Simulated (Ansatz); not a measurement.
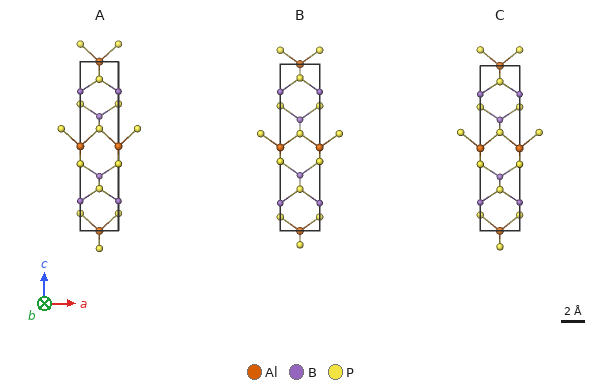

3 geometries from one relaxation of a crystal of AlB2P3 (a generated structure, set up in I-4m2) (coarse preliminary run), in shuffled order. Style: ball-and-stick. Shown: the conventional cell (2 times the calculation's cell), along the b axis. Lengths and directions refer to the drawn axes.

These are results of DFT PBE, scalar-relativistic, plane waves, PAW in Ansatz, not measurements. Settings: plane-wave cutoff 420 eV; k-point mesh 8 × 8 × 8; occupations gaussian; smearing width 0.1 eV; no spin polarisation; cell and atoms relaxed; force threshold 0.04 eV/Å; at most 70 steps.

Q: Put them in the order of the run, from the start to the converged end.

A: B, C, A. They are steps 0, 1, 5, at +1.597 eV per cell of the calculation, +0.289 eV per cell of the calculation relative to the last. The largest moves relative to the cell, 0.31 Å, are those of P atoms. Largest moves by element: P 0.31 Å, B 0.15 Å. Al stays in place. The drawn cell changes as follows: a = b 3.503 → 3.396 Å (−3.1 %), c 14.860 → 15.080 Å (+1.5 %); the volume changes by −4.6 %. Among the contacts that change: Al–P 2.145 → 2.309 Å, B–P 2.145 → 2.020 Å. Among the angles between lasting bonds that change: Al–P–Al 109.5° → 94.7°, P–Al–P 109.5° → 94.7°, P–Al–P 109.5° → 117.3°. The space group stays I-4m2 (No. 119). Over 4 accepted moves (5 points after the start) the energy falls by 1.597 eV per cell of the calculation. The largest force component goes from 4.9 to 0.0094 eV/Å. The pressure goes from 0.95 to −0.02 GPa. At 1 point the geometry stayed and the basis and grid were re-selected for the new cell (energy shift of 1.3 meV per cell of the calculation at most each time).
